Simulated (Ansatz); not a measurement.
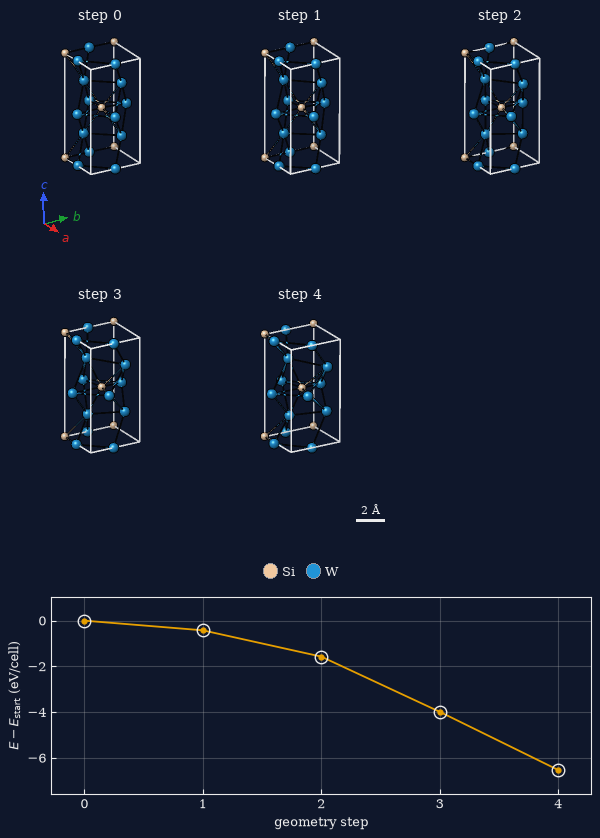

Frames of a relaxation of solid SiW4 (a generated structure, set up in P1) (coarse preliminary run), marked on the history of the run. The picture is a ball-and-stick view of the cell of the calculation, seen slightly off an axis.

Method: DFT PBE, scalar-relativistic, plane waves, PAW (Ansatz 0.2.0).

Input file:
```yaml
crystal:
  lattice:
    - [2.8938566652, -2.8582043834, -2.89166911]
    - [-2.832622087, -2.7908879265, 2.8855872314]
    - [-5.5952765032, 0.0551526997, -5.6460540923]
  atoms:
    - { symbol: Si, position: [0.5016226854, 0.4828646762, 0.5067967293] }
    - { symbol: Si, position: [1.0163690725, 0.9991914309, 0.0014857052] }
    - { symbol: W, position: [0.7391751656, 0.7635194837, 0.7512965578] }
    - { symbol: W, position: [0.2594214748, 0.2433888217, 0.2497115998] }
    - { symbol: W, position: [0.4853280577, 1.0124799726, 1.001918902] }
    - { symbol: W, position: [0.9968932972, 0.4960842792, 0.4926108954] }
    - { symbol: W, position: [1.0065349507, 0.4940185945, 0.001934666] }
    - { symbol: W, position: [0.4892787281, -0.0031536257, 0.4929032782] }
    - { symbol: W, position: [0.2471387272, 0.2596007556, 0.7493100533] }
    - { symbol: W, position: [0.7582378408, 0.7520056113, 0.2520316132] }
basis:
  ecutwfc: 420
kpoints:
  mp_grid: { grid: [6, 6, 4] }
hamiltonian:
  xc: pbe
scf:
  occupations: { method: gaussian, width: 0.2 }
  lower_state_search: "off"
output:
  forces: true
  stress: true
  eigenvalues: true
relax:
  adjacent_minimum: "off"
  f_tol: 0.025
  max_steps: 60
  cell: { stress_tol: 0.25 }
```

Launched with:
```bash
ansatz run input.yaml --threads 1 --pin off --max-ram 2560MiB --backend cpu --events-out ev --progress --plain --runs-dir out
```

What happens along the run?

The run was cut off at its time limit before the relaxation converged, so the last structure is only a point on the way. Over 4 geometry steps the energy falls by 6.527 eV per cell of the calculation. The largest force component goes from 2 to 2.2 eV/Å. Pressure: −0.80 GPa at the start and −2.90 GPa at the end. W6 moves most relative to the cell: 0.60 Å roughly along [−1 −3 0]. By element the largest moves are W 0.60 Å, Si 0.06 Å. The drawn cell changes as follows: a 4.991 → 4.808 Å (−3.7 %), b 4.913 → 4.789 Å (−2.5 %), c 7.949 → 7.779 Å (−2.1 %), α 90.9° → 91.1°, β 90.0° → 89.3°, γ 110.4° → 108.1°; the volume changes by −6.8 %. Near-neighbour distances that change, for instance: W3–W6 3.979 → 2.871 Å, W8–W10 3.909 → 2.841 Å, W4–W5 4.085 → 3.149 Å, W6–W10 3.896 → 2.978 Å. New bonds form, among them: W3–W6 (3.98 → 2.87 Å), W6–W10 (3.90 → 2.98 Å), W8–W10 (3.91 → 2.84 Å). The space group stays P1 (No. 1). From step 0 to 1: W5 moves most (0.16 Å), volume −3.0 %, energy −0.423 eV per cell of the calculation. From step 1 to 2: W6 moves most (0.20 Å), volume −0.7 %, energy −1.149 eV per cell of the calculation. From step 2 to 3: W6 moves most (0.20 Å), volume −0.5 %, energy −2.412 eV per cell of the calculation. From step 3 to 4: W atoms move most (0.20 Å), volume −2.8 %, energy −2.543 eV per cell of the calculation.
